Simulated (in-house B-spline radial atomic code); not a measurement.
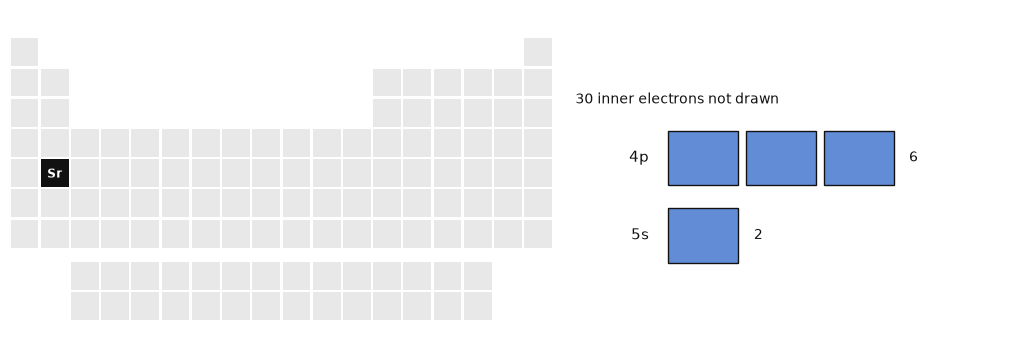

Left, the place of strontium in the periodic table; right, the outer shells as the input fills them: a box for each of the 2l + 1 orbitals, shaded by the share of the shell that is filled, with the electron count at the right.

Sr: RPA and GW calculation

- system: Sr, configuration [Kr] 5s2.
- method: RPA, second-order and SOSEX correlation energies and G0W0 (contour deformation) on a non-relativistic mean field, all electrons, B-spline basis (in-house B-spline radial atomic code)

Input file:
```
Z = 38
electrons = 38.0
configuration = [Kr] 5s2
hamiltonian = nr
method = r2scan
lmax = 9
spin_polarised = False
box_radius = 40.0
intervals = 56
ion_configuration = [Kr] 5s1
```

Hardware: 1 CPU thread, shared host.

The run was one of a batch that the task file lists, launched with:
```bash
python <driver script> task.json out
```

The program writes its results to a structured record and prints no log; tables and figures of this report are taken from that record.

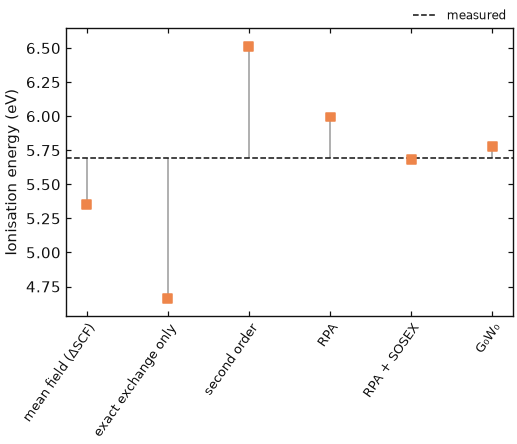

Ionisation energy of Sr ([Kr] 5s² → [Kr] 5s). All-electron spherical atom, non-relativistic, r2SCAN start, no spin-orbit coupling, Breit or QED terms; computed with a B-spline radial code. Differences of total energies, each species on its own start, beside the G₀W₀ level.

```csv
Method,Ionisation energy (eV)
mean field (ΔSCF),5.35
exact exchange only,4.66
second order,6.51
RPA,5.99
RPA + SOSEX,5.68
G₀W₀,5.78
```

The values run from 4.66 eV (exact exchange only) to 6.51 eV (second order). The measured value is 5.69 eV; nearest to it come RPA + SOSEX (−0.01) and G₀W₀ (+0.08), furthest exact exchange only (−1.03 eV).

Results in brief:

- outcome: converged
- mean-field total energy: −3133.35010 hartree
- total energy with exact exchange alone: −3131.53016 hartree
- exact exchange energy: −101.90700 hartree
- RPA correlation, extrapolated in the angular momentum of the empty orbitals: −2.70425 hartree
- RPA correlation, as summed: −2.67130 hartree
- direct second-order term: −3.14087 hartree
- second-order exchange term: 0.90806 hartree
- SOSEX term: 0.82300 hartree
- wall time: 3.5 s

Remarks:

Relativity is left out, which matters for an atom this heavy. Limits: relativity is absent.
